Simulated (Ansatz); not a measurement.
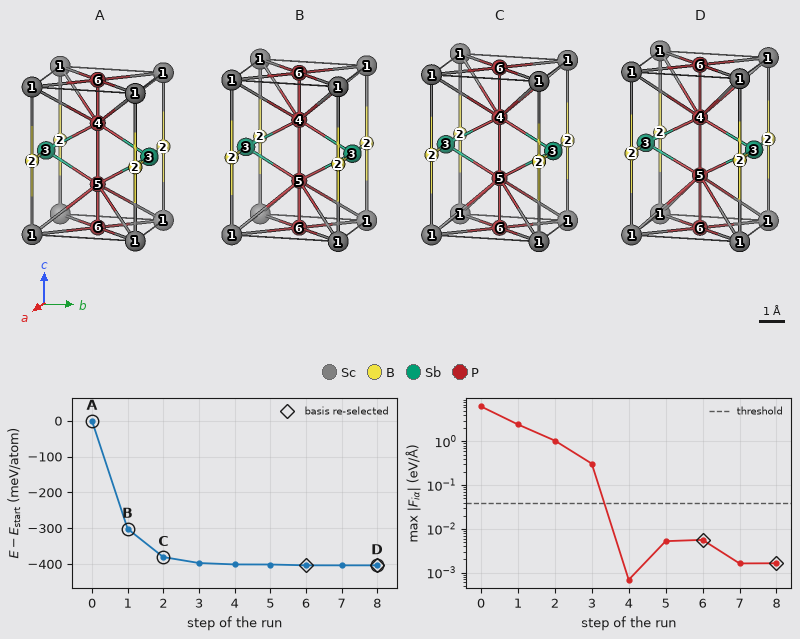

Frames of a relaxation of a crystal of ScBSbP₃ (a generated structure, set up in Pmmm) (coarse preliminary run), marked on the history of the run. The picture is a ball-and-stick view of the cell of the calculation, seen slightly off an axis.

All numbers below come from DFT PBE, scalar-relativistic, plane waves, PAW in Ansatz 0.2.0. (plane-wave cutoff 420 eV; k-point mesh 4 × 4 × 4; occupations gaussian; smearing width 0.1 eV; no spin polarisation; cell and atoms relaxed; force threshold 0.04 eV/Å; at most 70 steps)

Question: Describe the path.

Answer: The largest moves relative to the cell, 0.20 Å, are those of P4 and P5. P4 goes along −c. B and Sb and Sc stay in place. The drawn cell changes as follows: a 4.145 → 4.220 Å (+1.8 %), b 4.427 → 4.641 Å (+4.8 %), c 6.225 → 6.877 Å (+10.5 %); the volume changes by +17.9 %. Near-neighbour distances that change, for instance: P4–P6 1.825 → 2.212 Å, Sc1–B2 3.113 → 3.438 Å, Sc1–P4 3.539 → 3.838 Å, P4–P5 2.575 → 2.452 Å. Bond angles that change, for instance: P4–Sb3–P4 119.6° → 124.3°, Sb3–P4–Sb3 119.6° → 124.3°, P4–Sb3–P5 60.4° → 55.7°. The space group stays Pmmm (No. 47). The energy falls by 404 meV per atom in 6 accepted moves (8 points after the start). The largest force component goes from 6.3 to 0.0016 eV/Å. The pressure goes from 21.42 to 0.00 GPa. The SCF was repeated twice at an unchanged geometry on a basis and grid sized afresh for the cell, which shifted the energy by 2.3 meV per atom at most. From step 0 to 1: P atoms move most (0.07 Å), volume +9.6 %, energy −302 meV per atom. From step 1 to 2: P atoms move most (0.04 Å), volume +4.9 %, energy −78.8 meV per atom. From step 2 to 8: P atoms move most (0.08 Å), volume +2.6 %, energy −23.2 meV per atom.

Limits of the set-up: the k-point mesh is coarse for a cell with partly filled bands.
